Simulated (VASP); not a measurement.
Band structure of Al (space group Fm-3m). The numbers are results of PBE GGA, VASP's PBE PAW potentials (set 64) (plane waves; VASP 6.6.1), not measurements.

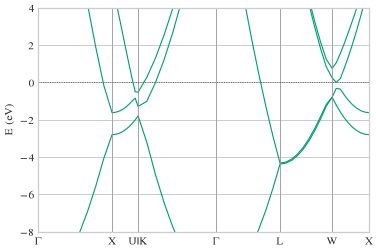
*Bands along high-symmetry lines, zero at the valence-band maximum or, without a gap, the Fermi level*

Task: Read the plot: is there a gap, and where are the band edges?

Result: It has no gap at this level: it comes out as a metal or semimetal.

The structure comes from a computed database's Al entry; how it stands against other phases isn't given here. The cell was not relaxed at this level.
